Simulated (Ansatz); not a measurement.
**BH3S···CH4: density, localisation and related maps**

The calculation's input:

```
crystal:
  periodic: [false, false, false]
  atoms:
    - {symbol: B, position_ang: [-0.730868, -0.217556, -1.553283]}
    - {symbol: S, position_ang: [-1.078766, 1.509731, -1.666976]}
    - {symbol: H, position_ang: [0.326413, -0.660836, -1.872980]}
    - {symbol: H, position_ang: [-1.619733, -0.900283, -1.148318]}
    - {symbol: H, position_ang: [0.108364, 0.637798, 1.618252]}
    - {symbol: C, position_ang: [0.599736, -0.332882, 1.676793]}
    - {symbol: H, position_ang: [0.104044, 1.936479, -2.142650]}
    - {symbol: H, position_ang: [-0.108758, -1.115515, 1.404757]}
    - {symbol: H, position_ang: [0.953042, -0.502931, 2.693623]}
    - {symbol: H, position_ang: [1.446524, -0.354105, 0.990881]}
basis:
  gaussian: {orbitals: def2-TZVPP}
hamiltonian: {xc: pbe0, dispersion: d4}
output: {orbitals: {seedname: orbitals}}
```

Launched as:

```sh
ansatz run in.yaml --threads 2 --pin off --events-out ev --progress --plain --max-ram 4352MiB
```

The reactant side of a reaction path; geometry: PBE0-D4/def2-TZVP.

Level of theory: RKS PBE0-D4/def2-TZVPP in Ansatz.

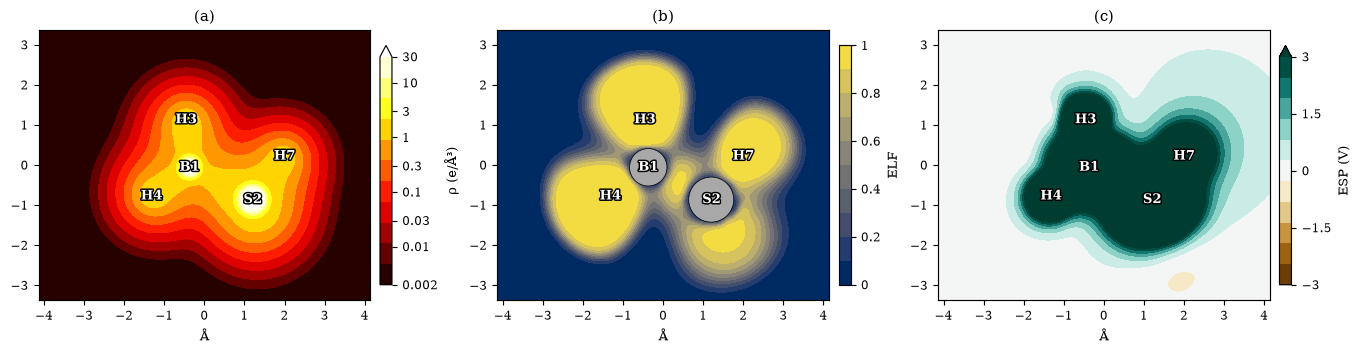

Figure 1. (a) total electron density; (b) ELF; (c) molecular electrostatic potential on the plane of atoms H3, B1 and H4. Grey discs cover the atomic cores in the ELF map.

Q: Read the bonding off the picture.

A:
- The plane passes through B, S and H nuclei.
- B–S (1.77 Å): ρ at the midpoint is about 1.3 e/Å³; the ELF peaks at about 0.95 between the atoms (a covalent bond).
- B–H (1.19 Å): ρ is about 1.3 e/Å³ halfway; the ELF climbs to about 1 towards the hydrogen, as it does in any bond to H; an ordinary covalent bond to hydrogen.
- S–H (1.34 Å): ρ is about 1.5 e/Å³ halfway; the ELF climbs to about 1 towards the hydrogen.
- The ELF also peaks beside S2, away from the bonds: lone-pair regions.
- The potential has no marked negative region in this plane.

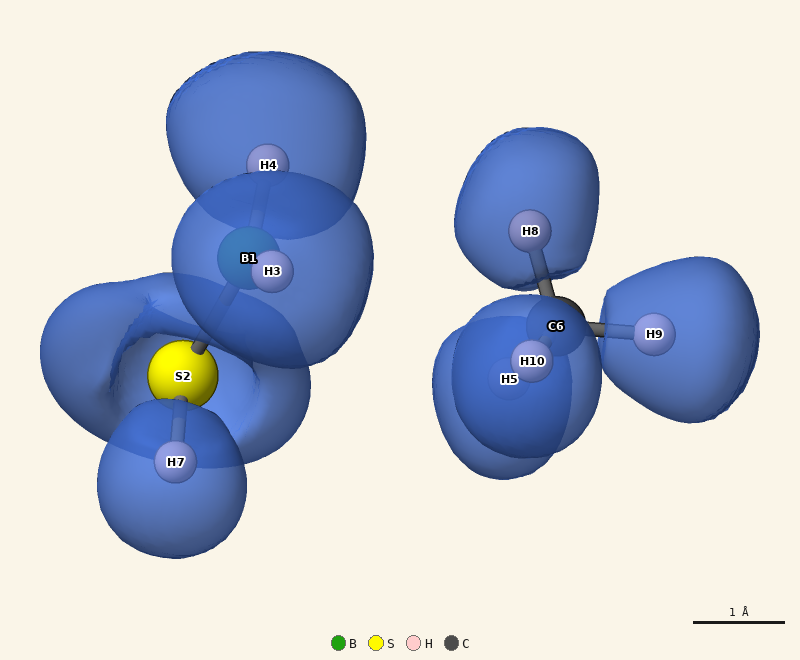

Figure 2. Isosurface of the ELF at 0.8 (blue), seen across its widest extent. Only the valence region is drawn (cores and ρ < 0.01 e/Å³ removed).

Q: Identify the bonds, lone pairs and shells in this picture.

A: At this value the surface marks out seven regions around hydrogen nuclei and one region on S in which the atom's valence shell and bonds are merged. Profiles from the grid: C6···B1 (3.50 Å): the ELF dips to about 0 between them (a non-bonded, intermolecular contact).

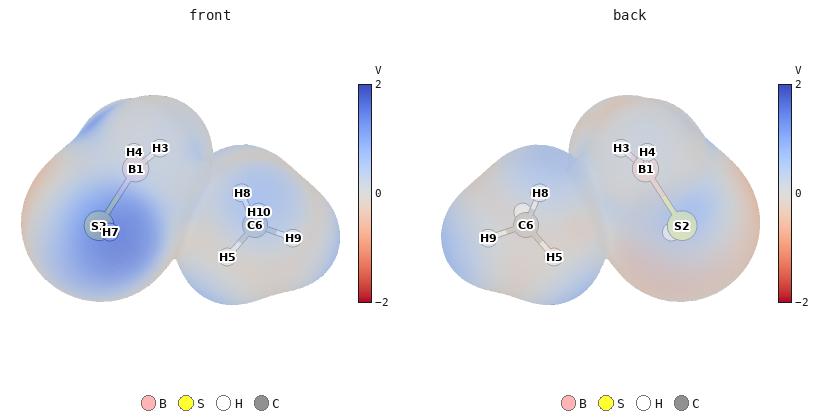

Figure 3. The molecular electrostatic potential painted on the density surface at 0.002 e/bohr³, seen from the front and from behind; red is negative and blue positive.

Q: Which sites attract a positive test charge, and which a negative one?

A: A positive charge is drawn to the negative regions and a negative charge to the positive ones. The most negative region (about −0.4 V) lies over S2, the most positive (about +1.5 V) over H7.

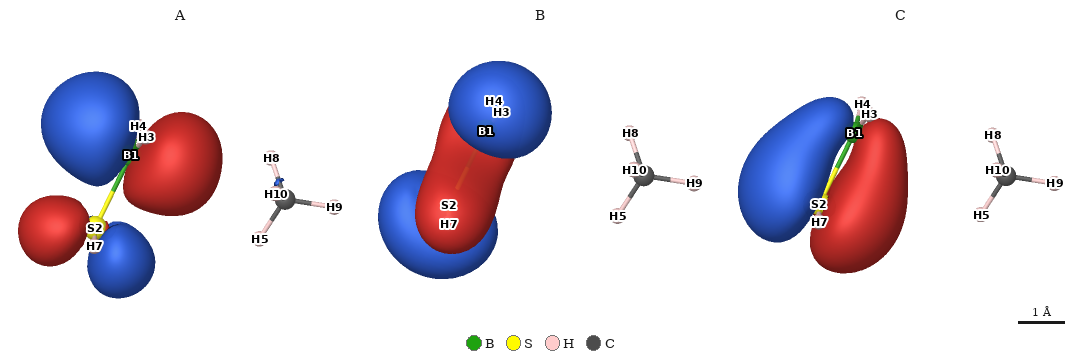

Figure 4. Three frontier orbitals at ±0.1 Å⁻³ᐟ² (blue and red are the two phases), in no order.

Q: Order the three orbitals by energy and name them.

A: B is the HOMO−1 (−9.17 eV). It lies mainly on S2 (about 50 %), B1 (about 20 %) and H3 (about 20 %). C is the HOMO (−8.43 eV). It lies mainly on S2 (about 80 %) and B1 (about 15 %); largely a lone pair of S2. A is the LUMO (−1.25 eV). Its weight (Hirshfeld) is mainly on B1 (about 55 %), S2 (about 25 %), H3 (about 5 %) and H4 (about 5 %).

Q: What is the HOMO–LUMO gap?

A: 7.18 eV between the orbital energies.
